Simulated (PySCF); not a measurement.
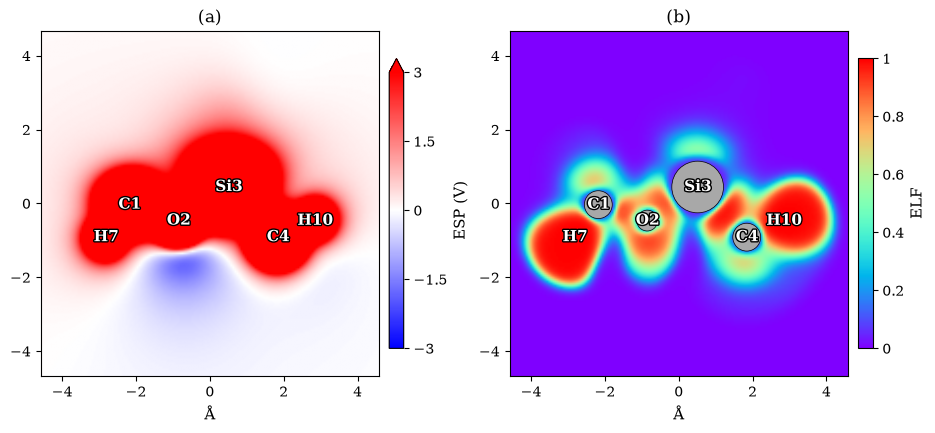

Figure 1: C₃H₁₂OSi₂ (SMILES CO[Si](C)(C)[SiH3]). (a) electrostatic potential; (b) ELF on the plane of atoms O2, Si3 and C4. Grey discs cover the atomic cores in the ELF map.

Geometry: GFN2-xTB.

Theory: PySCF, CAM-B3LYP/def2-SVPD, SCF density, gas phase.

Input

```
{"job": {"kind": "uv", "xc": "CAM-B3LYP", "basis": "def2-SVPD", "nstates": 8, "ntriplets": 3}, "charge": 0, "multiplicity": 1}
C      2.010528    -1.311282     0.365330
O      0.800244    -1.190629    -0.313569
Si    -0.346916    -0.029568    -0.148422
C     -1.631742    -0.619027    -1.418062
C     -1.110455    -0.106300     1.608147
Si     0.522029     2.078272    -0.578754
H      2.531959    -2.185620    -0.026292
H      1.845362    -1.443994     1.437811
H      2.633309    -0.424731     0.215124
H     -2.491492     0.043528    -1.418586
H     -1.985197    -1.622197    -1.199473
H     -1.220988    -0.628377    -2.422764
H     -1.451885    -1.110881     1.848485
H     -1.963140     0.559109     1.703362
H     -0.389836     0.183211     2.369807
H      0.750143     2.348297    -2.003359
H     -0.338228     3.162688    -0.093514
H      1.827546     2.303816     0.063075
```

Run with:

```sh
OMP_NUM_THREADS=1 python probes_run.py task.json out
```

### Read the bonding off the picture.

The section cuts through C, O, Si and H sites. C–O (1.39 Å): the ELF peaks at about 0.90 between the atoms: a polar covalent bond. Si–O (1.64 Å): the ELF peaks at about 0.85 between the atoms, as expected for a polar covalent bond. C–Si (1.90 Å): the ELF peaks at about 0.95 between the atoms (a shared electron pair). C–H (1.09 Å): the ELF climbs to about 1 towards the hydrogen, as it does in any bond to H; an ordinary covalent bond to hydrogen. The ELF also peaks beside O2, away from the bonds: lone-pair regions. Outside the dense part of the molecule the potential is most negative (−1.8 V) near O2.
